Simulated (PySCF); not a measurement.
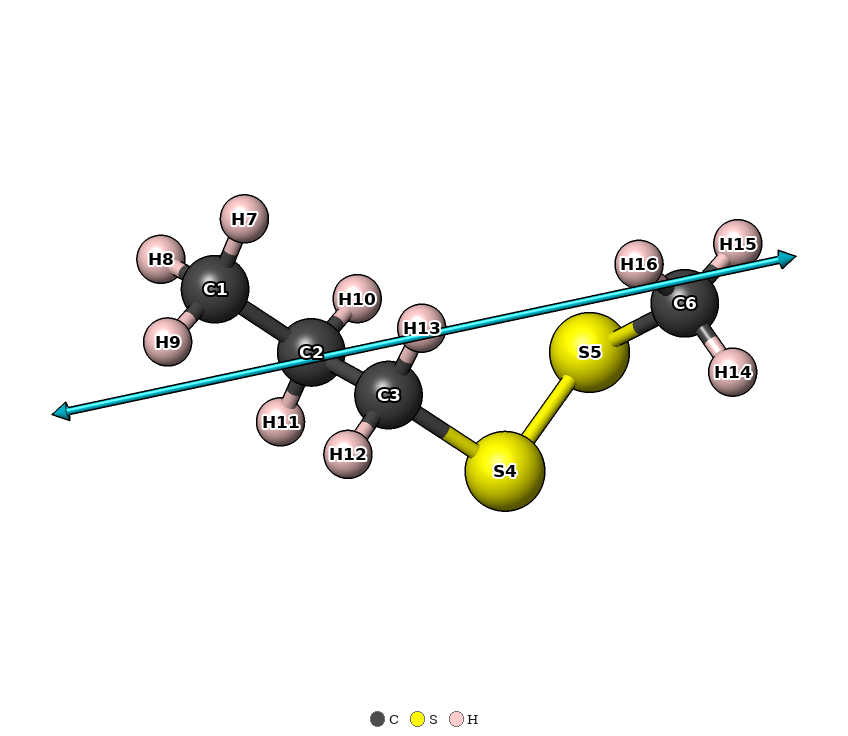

The double arrow shows the direction of the transition dipole to excited singlet state 6 (its length means nothing). Computed geometry: GFN2-xTB optimisation. No frequency run is at hand to confirm it as a minimum. Level of theory: TDDFT CAM-B3LYP/def2-SVPD, vertical, gas phase, core orbitals frozen in the response (PySCF 2.14.0).

Question: How is the transition polarised?

Answer: Close to the long direction C1···C6.

Question: Where does the transition lie, and how strong is it?

Answer: 6.61 eV (188 nm), oscillator strength 0.040, mainly HOMO−1 → LUMO+1 (weight 0.55); transition dipole 1.27 D.
